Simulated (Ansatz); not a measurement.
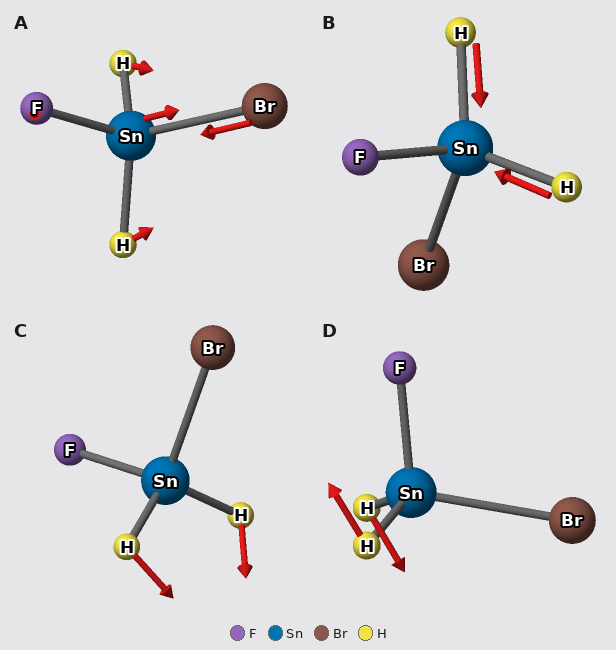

4 normal modes of one molecule or complex, as arrows. Harmonic vibrations computed with RKS PBE0-D4/def2-TZVP, core potentials on Sn (Ansatz 0.2.0) at a stationary point of the same level.

Question: Match the panels to the wavenumbers 269 cm⁻¹, 501 cm⁻¹, 667 cm⁻¹, 1985 cm⁻¹.

Answer: A: 269 cm⁻¹, Sn–Br stretching
B: 1985 cm⁻¹, in-phase stretching of 2 Sn–H bonds
C: 667 cm⁻¹, H–Sn–H bending
D: 501 cm⁻¹, F–Sn–H bending
